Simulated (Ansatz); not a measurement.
# Calculations on C2H3AlSi

**1. Relaxation**

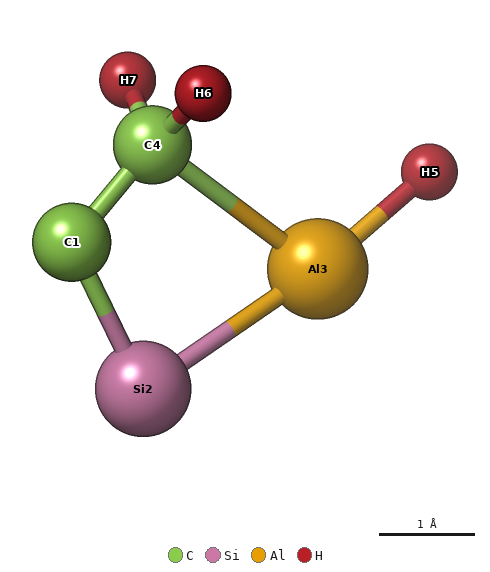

C$_{2}$H$_{3}$AlSi, before the relaxation. Style: ball-and-stick. Shown at a tilt.

The run prepares an end point of a later path (torsion) calculation, from a guessed geometry.

These are results of RKS PBE0-D4/def2-SVP (Ansatz 0.2.0), not measurements.

Input file:
```yaml
crystal:
  periodic: [false, false, false]
  atoms:
    - { symbol: C, position_ang: [-1.22, -0.6835, 0.84247] }
    - { symbol: Si, position_ang: [0.20546, -1.67417, 1.27819] }
    - { symbol: Al, position_ang: [1.49622, -0.28603, -0.14697] }
    - { symbol: C, position_ang: [-0.81658, 0.29616, -0.02987] }
    - { symbol: H, position_ang: [2.2292, 0.76266, -1.16549] }
    - { symbol: H, position_ang: [-0.77778, 1.33992, 0.30453] }
    - { symbol: H, position_ang: [-1.11652, 0.24497, -1.08285] }
basis:
  gaussian: { orbitals: def2-SVP }
hamiltonian:
  xc: pbe0
  dispersion: d4
relax:
  f_tol: 0.015
  max_steps: 40
```

Run as
```bash
ansatz run input.yaml --threads 1 --pin off --max-ram 2048MiB --backend cpu --events-out ev --progress --plain --runs-dir out
```

### Predict the outcome.

The largest move after the best rigid fit is that of C1, 0.77 Å. By element the largest moves are C 0.77 Å, Si 0.31 Å, H 0.27 Å, Al 0.21 Å. Some distances before and after: C1–Al3 2.918 → 1.972 Å, Si2–C4 2.576 → 3.113 Å, Al3–H5 1.635 → 1.579 Å, Al3–C4 2.388 → 2.442 Å. New bonds form: C1–Al3 (2.92 → 1.97 Å). Among the angles between lasting bonds that change: Si2–C1–C4 108.4° → 171.2°, C1–C4–Al3 98.2° → 53.8°, C1–Si2–Al3 87.9° → 54.5°. After 10 accepted moves (11 points after the start) the energy has fallen by 275.7 kJ/mol. The largest force component goes from 1.4 to 0.0074 eV/Å. The line search rejected the trial step at point 7 of the run. The run took 39 s on 1 thread of Intel(R) Xeon(R) Platinum 8375C CPU @ 2.90GHz (Ice Lake) (shared host), peak memory 0.16 GiB.

History of the run:

```json
{"step": "0", "E − E(0), kJ/mol": "0.00", "largest force component, eV/Å": "1.3817", "note": ""}
{"step": "1", "E − E(0), kJ/mol": "-24.20", "largest force component, eV/Å": "1.4251", "note": ""}
{"step": "2", "E − E(0), kJ/mol": "-55.07", "largest force component, eV/Å": "3.1375", "note": ""}
{"step": "3", "E − E(0), kJ/mol": "-108.53", "largest force component, eV/Å": "3.6927", "note": ""}
{"step": "4", "E − E(0), kJ/mol": "-189.58", "largest force component, eV/Å": "2.9514", "note": ""}
{"step": "5", "E − E(0), kJ/mol": "-261.85", "largest force component, eV/Å": "0.8933", "note": ""}
{"step": "6", "E − E(0), kJ/mol": "-271.78", "largest force component, eV/Å": "0.3756", "note": ""}
{"step": "7", "E − E(0), kJ/mol": "-271.07", "largest force component, eV/Å": "0.9036", "note": "rejected"}
{"step": "8", "E − E(0), kJ/mol": "-274.94", "largest force component, eV/Å": "0.2219", "note": ""}
{"step": "9", "E − E(0), kJ/mol": "-275.50", "largest force component, eV/Å": "0.1475", "note": ""}
{"step": "10", "E − E(0), kJ/mol": "-275.71", "largest force component, eV/Å": "0.0447", "note": ""}
{"step": "11", "E − E(0), kJ/mol": "-275.71", "largest force component, eV/Å": "0.0074", "note": ""}
```

Final geometry:

```xyz
7

C    -0.4964   -0.5911    0.5929
Si    0.2840   -1.9174    1.4484
Al    1.3666   -0.4013   -0.0244
C    -0.9095    0.4739   -0.1478
H     2.0930    0.6036   -1.0022
H    -0.9913    1.4824    0.2818
H    -1.3464    0.3500   -1.1488
```

After the run, drawn alike:

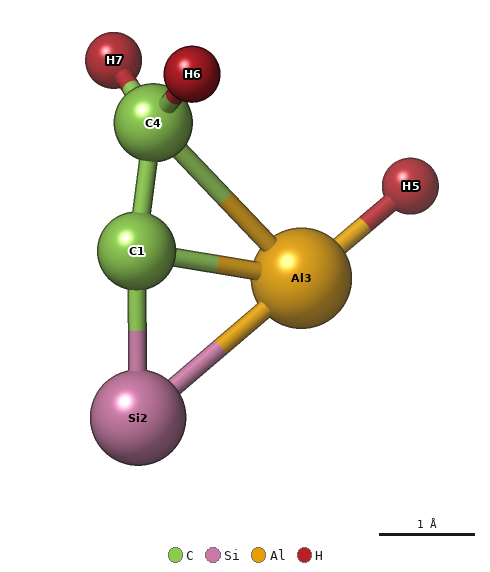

**2. Relaxation**

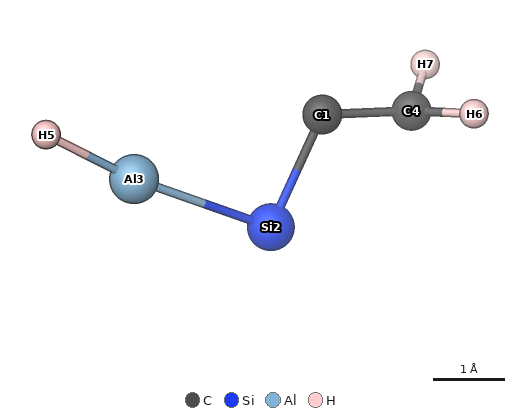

C2H3AlSi, before the relaxation. Style: ball-and-stick. Shown from a free direction.

The run prepares an end point of a later path (torsion) calculation, from a guessed geometry.

Computed with Ansatz, RKS PBE0-D4/def2-SVP.

Input
```yaml
crystal:
  periodic: [false, false, false]
  atoms:
    - { symbol: C, position_ang: [-1.22, -0.6835, 0.84247] }
    - { symbol: Si, position_ang: [0.20546, -1.67417, 1.27819] }
    - { symbol: Al, position_ang: [-1.22435, -2.96567, 2.66085] }
    - { symbol: C, position_ang: [-0.81658, 0.29616, -0.02987] }
    - { symbol: H, position_ang: [-2.34703, -3.74352, 3.56025] }
    - { symbol: H, position_ang: [-0.77778, 1.33992, 0.30453] }
    - { symbol: H, position_ang: [-1.11652, 0.24497, -1.08285] }
basis:
  gaussian: { orbitals: def2-SVP }
hamiltonian:
  xc: pbe0
  dispersion: d4
relax:
  f_tol: 0.015
  max_steps: 40
```

Run as
```bash
ansatz run input.yaml --threads 1 --pin off --max-ram 2048MiB --backend cpu --events-out ev --progress --plain --runs-dir out
```

Predict the outcome.

Answer. The atom that moves furthest after the best rigid fit is H5 (1.94 Å). By element the largest moves are H 1.94 Å, C 1.13 Å, Al 1.08 Å, Si 1.01 Å. Among the contacts that change: Al3–C4 4.248 → 2.445 Å, C1–Al3 2.918 → 1.972 Å, Si2–C4 2.576 → 3.113 Å, Al3–H5 1.635 → 1.579 Å. New bonds form: C1–Al3 (2.92 → 1.97 Å). Among the angles between lasting bonds that change: Si2–C1–C4 108.4° → 171.3°, C1–Si2–Al3 87.9° → 54.6°, Si2–Al3–H5 173.5° → 179.9°. After 16 geometry steps the energy has fallen by 60.3 kcal/mol. The largest force component goes from 3.6 to 0.0045 eV/Å. Cost: 62 s on 1 thread of Intel(R) Xeon(R) Platinum 8375C CPU @ 2.90GHz (Ice Lake), with other jobs on the host, peak memory 0.16 GiB.

History of the run:

```tsv
step	E − E(0), kcal/mol	largest force component, eV/Å
0	0.00	3.6265
1	-13.82	1.7994
2	-23.54	1.7571
3	-31.57	1.4837
4	-37.71	0.6823
5	-42.23	0.3298
6	-47.18	0.5024
7	-51.35	0.3644
8	-54.11	0.2746
9	-56.70	0.2893
10	-58.74	0.1541
11	-59.85	0.5801
12	-60.29	0.1101
13	-60.32	0.0466
14	-60.33	0.0353
15	-60.33	0.0159
16	-60.33	0.0045
```

The structure at the end:

```xyz
7

C    -0.1242   -0.9327    0.7715
Si    1.1512   -2.0194    1.3136
Al   -1.1264   -2.1318    1.9746
C    -1.2352   -0.2053    0.4733
H    -2.6409   -2.2095    2.4148
H    -1.4822    0.7229    1.0079
H    -1.8390   -0.4101   -0.4221
```

The end point in the same view:

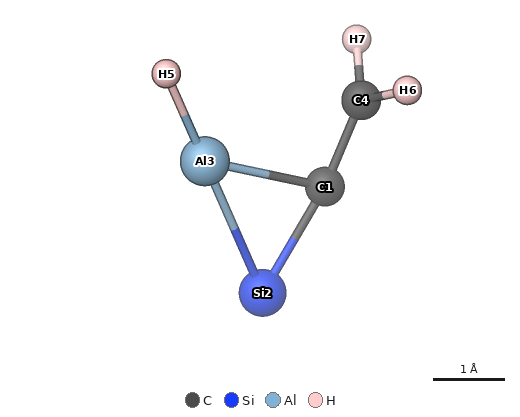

**3. Path**

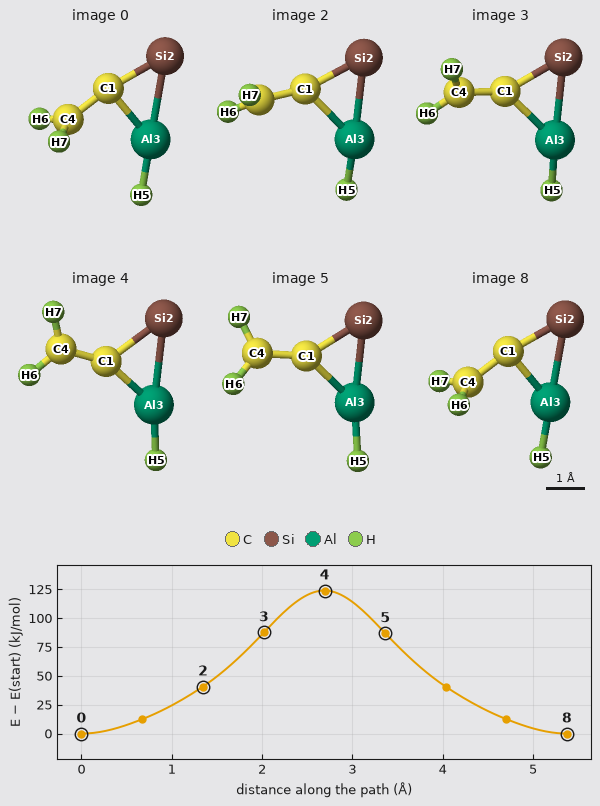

NEB run on C$_{2}$H$_{3}$AlSi. Images are numbered from 0 (start) to 8 (end). A ball-and-stick model, seen from a free direction.

Computed with RKS PBE0-D4/def2-SVP in Ansatz. Run with 7 movable images; climbing image; force threshold 0.05 eV/Å; iteration limit 46; starting path through a guess of the saddle point.

**Read off the barrier and say what moves.**

The motion is a rotation about the C1–Si2 bond. No bond forms or breaks between the ends. Bond angles that change up to the highest image, for instance: Al3–C1–C4 92.4° → 155.1°, Si2–C1–C4 171.2° → 125.6°. The two ends have the same energy, and the highest point, image 4, lies 124.0 kJ/mol above the start. The band converged in 33 iterations. The largest component of the band force went from 20 to 0.022 eV/Å. The climbing image converged on the top of the path. Its vibrational analysis gives 2 imaginary modes over 30i cm⁻¹, so it isn't confirmed as a transition state.
